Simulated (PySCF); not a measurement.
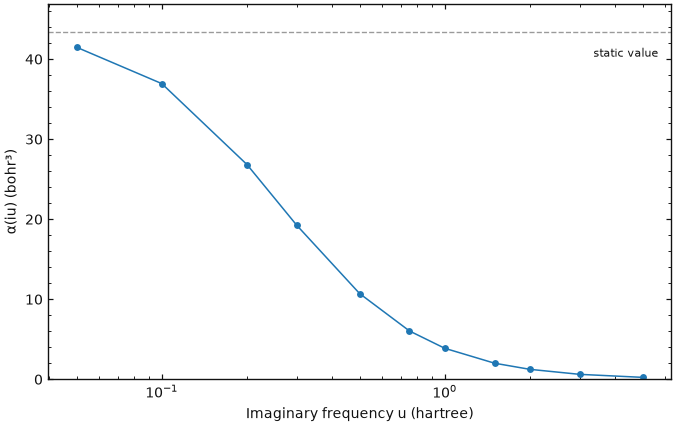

Dipole polarisability at imaginary frequency of Ge ([Ar] 3d¹⁰ 4s² 4p²). Coupled response at the PBE0 level; PySCF, aug-cc-pVTZ-PP with a 10-electron core potential, unrestricted single determinants, no spin-orbit coupling.

Q: Describe the response.

A: The static dipole polarisability is 43.4 bohr³ (the recommended value is 40.0); α(iu) falls to half of it near u = 0.26 hartree. The Casimir–Polder integral gives C₆ = 377 hartree bohr⁶ for two such species.
